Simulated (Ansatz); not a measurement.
Density of states of Rb₂H₄Pd (P4_2/mnm, 14 atoms in the cell).

```
Rb2H4Pd
1.0
    5.79495     0.00000     0.00000
    0.00000     5.79495     0.00000
    0.00000     0.00000     8.44828
Pd H Rb
2 8 4
Direct
  0.00000   0.00000   0.00000
  0.50000   0.50000   0.50000
  0.20230   0.20230   0.00000
  0.29770   0.70230   0.50000
  0.79770   0.79770   0.00000
  0.70230   0.29770   0.50000
  0.00000   0.00000   0.19710
  0.50000   0.50000   0.69710
  0.50000   0.50000   0.30290
  0.00000   0.00000   0.80290
  0.00000   0.50000   0.25000
  0.00000   0.50000   0.75000
  0.50000   0.00000   0.25000
  0.50000   0.00000   0.75000
```

Method: r2SCAN, default PAW files made with PBE (plane waves; Ansatz, a first-principles code).

SCF settings: basis.ecutwfc = 500 eV; kpoints.mp_grid.grid = 3 3 2; hamiltonian.xc = r2scan; hamiltonian.pseudopotentials = {kind: paw} (the program's default PAW files); scf.occupations.method = fermi_dirac; scf.occupations.width = 0.1 eV. Keys of the DOS step: output.dos.nscf_kmesh.grid = 5 5 3.

The starting cell comes from a database of published, mostly measured structures (it also holds non-ambient and calculated ones), without a prior relaxation at this level. Its lattice was rescaled by a random factor within 2.5 % of one.

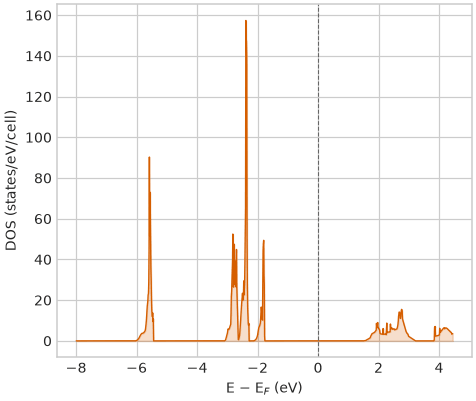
Figure: Total density of states, both spins summed.

Total DOS (both spins), as means of the tabulated values in each energy bin; the zero is the program's Fermi level or highest filled level, and the curve is cut to this window:

```
E (eV) | states/eV/cell
    -7.75 |  0.00
    -7.25 |  0.00
    -6.75 |  0.00
    -6.25 |  0.01
    -5.75 | #################### 14.5
    -5.25 | ## 1.48
    -4.75 |  0.00
    -4.25 |  0.00
    -3.75 |  0.00
    -3.25 |  0.23
    -2.75 | ######################### 18.3
    -2.25 | ############################## 21.7
    -1.75 | ########### 7.80
    -1.25 |  0.00
    -0.75 |  0.00
    -0.25 |  0.00
     0.25 |  0.00
     0.75 |  0.00
     1.25 |  0.00
     1.75 | #### 2.85
     2.25 | ###### 4.61
     2.75 | ########### 8.04
     3.25 | # 0.49
     3.75 | # 1.02
```

The gap on the SCF mesh is 3.25 eV.

Keys are those of Ansatz 0.2.
